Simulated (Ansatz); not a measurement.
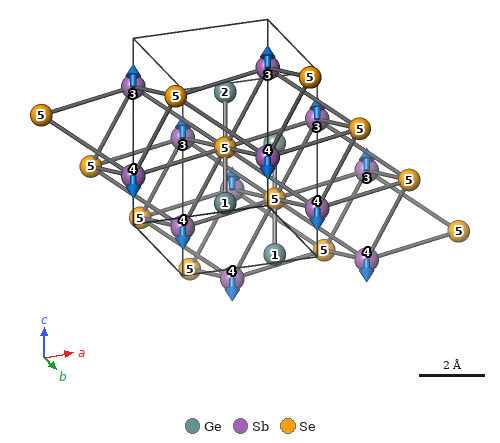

A relaxation of solid Ge₂Sb₂Se (a generated structure, set up in P4/mmm) (coarse preliminary run). The starting structure is drawn; blue arrows show the displacements (the part carried along by the change of the cell is left out), at their true length.

A ball-and-stick model of the cell of the calculation, repeated 1 × 2 × 1 with one cell outlined, seen from a free direction.

Method: Ansatz, DFT PBE, scalar-relativistic, plane waves, PAW. Settings: plane-wave cutoff 420 eV; k-point mesh 4 × 4 × 4; occupations gaussian; smearing width 0.1 eV; no spin polarisation; cell and atoms relaxed; force threshold 0.04 eV/Å; at most 70 steps.

Atoms of which element are displaced furthest, and by how much?

Antimony: up to 0.77 Å, against 0.05 Å for germanium.

Describe the change and its energy.

After 13 accepted moves (17 points after the start) the energy has fallen by 1518 meV per atom. Largest force component: 14 eV/Å at the start, 0.0049 eV/Å at the end. Pressure: 25.77 GPa at the start and −0.01 GPa at the end. The line search rejected the trial steps at points 13, 15 of the run. The SCF was repeated twice at an unchanged geometry on a basis and grid sized afresh for the cell, which shifted the energy by 21.2 meV per atom at most. The largest moves relative to the cell, 0.77 Å, are those of Sb3 and Sb4. Sb3 goes along +c. Largest moves by element: Sb 0.77 Å, Ge 0.05 Å. Se stays in place. The volume changes by +15.1 %, with a = b 4.445 → 4.135 Å (−7.0 %), c 6.246 → 8.308 Å (+33.0 %). Near-neighbour distances that change, for instance: Ge1–Ge2 2.511 → 3.442 Å, Ge1–Se5 1.868 → 2.433 Å, Sb3–Se5 3.482 → 4.025 Å, Sb3–Sb4 3.248 → 2.776 Å. The space group stays P4/mmm (No. 123). Cost: 84 s on 1 thread of Intel(R) Xeon(R) 6975P-C (Granite Rapids) (shared host), peak memory 0.52 GiB.

Limits of the set-up: layers or molecules are held without a dispersion correction, so their spacing is unreliable.
